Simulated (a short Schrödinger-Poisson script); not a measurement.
System: gated In0.52Al0.48As/In0.53Ga0.47As δ-doped gas in a quantum well, at 300 K.

```tsv
layer	material	thickness (nm)	Na (cm⁻³)
1	In0.52Al0.48As	15	-
2	In0.52Al0.48As	2	-
3	In0.53Ga0.47As	15	-
4	In0.52Al0.48As	4000	2e15
```

Constants are typed, rounded textbook-type inputs, not results; the design itself was drawn at random and stands for no fabricated device. In0.52Al0.48As: permittivity 12.5, conduction-band edge (eV) 0.52, gap (eV) 1.45, electron mass (mₑ) 0.075, Nv at 300 K (cm⁻³) 1.1e19. In0.53Ga0.47As: permittivity 13.9, conduction-band edge (eV) 0, gap (eV) 0.74, Nv at 300 K (cm⁻³) 7.7e18.

Channel valleys (confinement mass, in-plane density-of-states mass, number): Γ 0.041, 0.041, 1. At the gate the conduction-band edge of layer 1 lies 0.65 eV − eVg above the Fermi level of the channel; the field vanishes at the back. Sheet of ionised δ-doping: +1.6e12 e/cm² at 15 nm from the gate. The barrier under the gate holds no holes. Gaps are held at their typed values at every temperature. Mesh 0.08 nm at interfaces.

From a short Schrödinger-Poisson script (our own, NumPy): 1D Poisson equation in equilibrium, electrons quantum, Hartree (BenDaniel-Duke, 40 states a valley, the channel's in-plane mass for all, wave functions free to enter the barrier), parabolic valleys, classical holes, full ionisation, no traps, pinning or gate leakage.

Only gate voltages with over 1e8 electrons/cm² are shown.

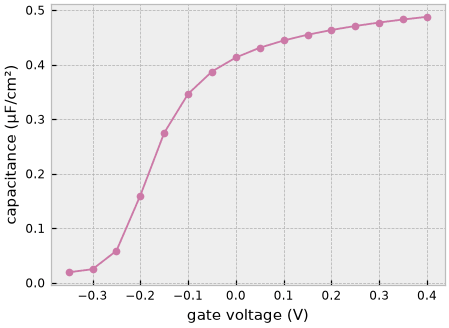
Quasi-static capacitance against gate voltage

```csv
Vg (V),electrons (cm⁻²),in the channel layer,C (μF/cm²),Γ E0 (meV),Γ E1 (meV)
0.4,1.58e12,1.54e12,0.488,-76.9,8.9
0.35,1.43e12,1.39e12,0.483,-70.0,14.7
0.3,1.28e12,1.25e12,0.477,-62.8,20.8
0.25,1.13e12,1.11e12,0.471,-55.4,27.3
0.2,9.85e11,9.67e11,0.464,-47.6,34.3
0.15,8.42e11,8.28e11,0.455,-39.4,41.9
0.1,7.02e11,6.91e11,0.444,-30.6,50.2
0.05,5.66e11,5.58e11,0.431,-21.1,59.3
0,4.35e11,4.30e11,0.413,-10.5,69.7
-0.05,3.11e11,3.07e11,0.387,1.7,81.8
-0.1,1.97e11,1.95e11,0.346,16.6,96.8
-0.15,1.01e11,1.00e11,0.275,36.5,116.8
-0.2,3.58e10,3.54e10,0.160,65.2,145.6
-0.25,7.88e9,7.80e9,0.0585,105.1,185.6
-0.3,1.33e9,1.31e9,0.0248,151.3,231.8
-0.35,2.09e8,2.07e8,0.0192,199.1,279.6
```

Subbands count from the Fermi level.
